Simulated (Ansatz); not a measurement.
```xyz
15
charge 0, multiplicity 1
C    -0.0037   -1.0384    2.1893
C     0.6728   -0.2074    1.1135
C    -0.1996   -0.0471   -0.1096
O     0.4745    0.7301   -1.0790
Si   -0.1951    1.1025   -2.5306
H    -0.9396   -0.5784    2.5186
H     0.6373   -1.1453    3.0662
H    -0.2388   -2.0433    1.8277
H     1.6164   -0.6698    0.8084
H     0.9203    0.7873    1.4961
H    -1.1477    0.4358    0.1685
H    -0.4471   -1.0351   -0.5241
H     0.8038    1.9163   -3.2605
H    -0.5174   -0.1316   -3.3017
H    -1.4581    1.8736   -2.3533
```

Describe the molecule in this file.

Formula C₃H₁₀OSi. SMILES: `CCCO[SiH3]`. It has no ring. Among its groups: Si–H bond, Si–O bond. The point group is Cs. Coordination: 3 C tetrahedral; 1 O bent; 1 Si tetrahedral.

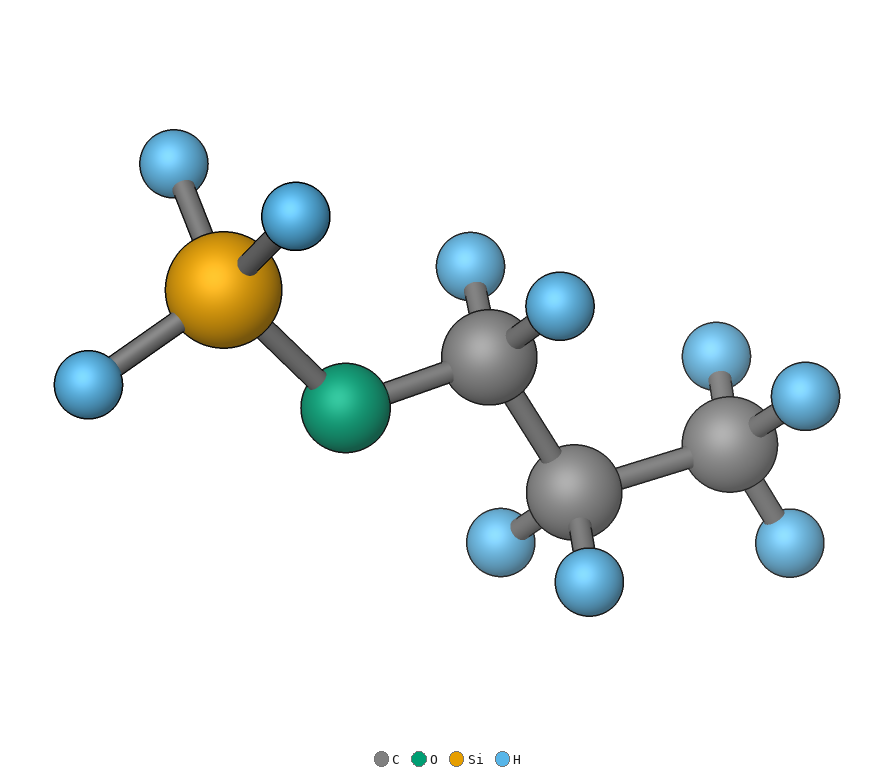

(Drawn from a calculation with Ansatz.)
